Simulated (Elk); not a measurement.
Band structure of MoRu (P-6m2, 2 atoms in the cell).

```
MoRu
1.0
    2.80380     0.00000     0.00000
   -1.40190     2.42816     0.00000
    0.00000     0.00000     4.50612
Mo Ru
1 1
Direct
  0.66667   0.33333   0.00000
  0.33333   0.66667   0.50000
```

Computed with LDA (PW92), all-electron FP-LAPW, Elk's shipped species files, default APW+lo basis run with Elk.

Settings: swidth = 0.00367493 Ha; ngridk = 13 13 7; rmtscf = 0.95; maxscl = 100.

The starting cell comes from a database of computed structures (which also holds hypothetical and non-ambient phases and stackings), without a prior relaxation at this level. Its lattice was rescaled by a random factor within 2.5 % of one. Spin polarisation is off. Values depend on the basis (sphere radii, cutoffs, local orbitals), which need not be converged.

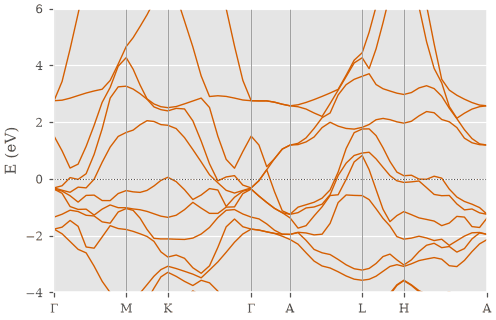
Fig. 1. Bands along the path, energies from the Fermi level.

Levels in eV from the Fermi level, bands 12 to 19:
```
point     12     13     14     15     16     17    18    19
-----  -----  -----  -----  -----  -----  -----  ----  ----
Γ      -1.77  -1.34  -0.36  -0.36  -0.31  -0.31  1.51  2.76
M      -1.78  -1.04  -1.01  -0.41   1.64   3.27  4.27  4.66
K      -2.75  -2.11  -1.35   0.06   1.89   2.40  2.51  7.43
A      -1.95  -1.95  -1.37  -1.25  -1.25   1.19  1.19  2.58
L      -3.21  -0.59   0.83   0.91   1.76   1.82  3.62  4.27
H      -3.03  -2.12  -1.15  -0.12   0.11   1.97  2.98  7.94
```

Bands cross the Fermi level along this path, so the cell is metallic at this level.
